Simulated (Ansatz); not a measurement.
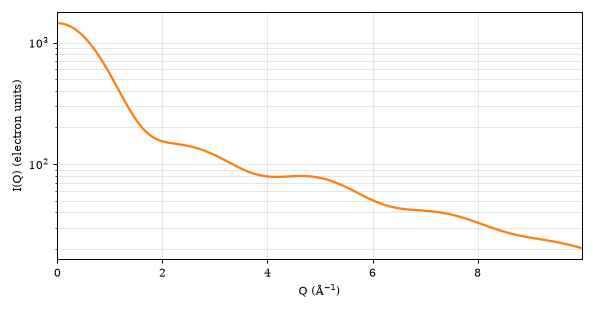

Elastic X-ray scattering of a randomly oriented, rigid molecule, calculated with the Debye equation from neutral-atom form factors (independent atoms, no Compton part, no vibration). The geometry is the end point of an optimisation (RKS B3LYP/cc-pVDZ (Ansatz 0.2.0)); it may be a saddle point or a higher isomer. It contains B, C, O, Si, H.

**How many electrons does the independent-atom model of the molecule hold?**

I(0) is the square of the electron number: I(0) = 1440, so about 38 electrons, the count of CH5BOSi.

**What radius of gyration does the initial fall-off give?**

From I(Q) ≈ I(0) exp(−Q²R²/3) at small Q, R ≈ 1.75 Å. It is larger than the electron-weighted radius of the nuclear positions alone (1.57 Å), because each atom's electron cloud adds to it.
